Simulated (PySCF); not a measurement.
Ionisation energy of Pd²⁺ ([Kr] 4d⁸ → [Kr] 4d⁷). PySCF, aug-cc-pwCVDZ-PP with a 28-electron core potential, unrestricted single determinants, no spin-orbit coupling. Methods marked “subvalence” freeze no core electrons.

The results, method by method:

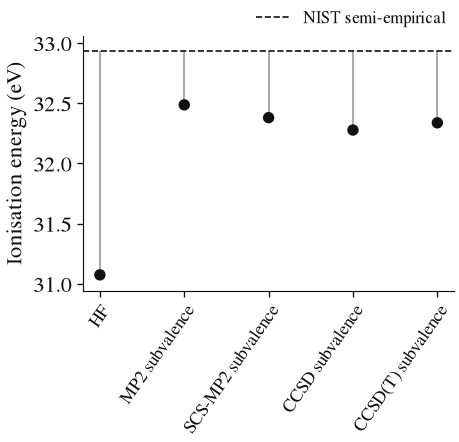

```json
{"Method": "HF", "Ionisation energy (eV)": "31.07"}
{"Method": "MP2 subvalence", "Ionisation energy (eV)": "32.49"}
{"Method": "SCS-MP2 subvalence", "Ionisation energy (eV)": "32.38"}
{"Method": "CCSD subvalence", "Ionisation energy (eV)": "32.28"}
{"Method": "CCSD(T) subvalence", "Ionisation energy (eV)": "32.34"}
```

The values run from 31.07 eV (HF) to 32.49 eV (MP2 subvalence). The NIST semi-empirical value is 32.93 eV; nearest to it come MP2 subvalence (−0.44) and SCS-MP2 subvalence (−0.55), furthest HF (−1.86 eV).

Limits of the model: spin-orbit shift not estimated.
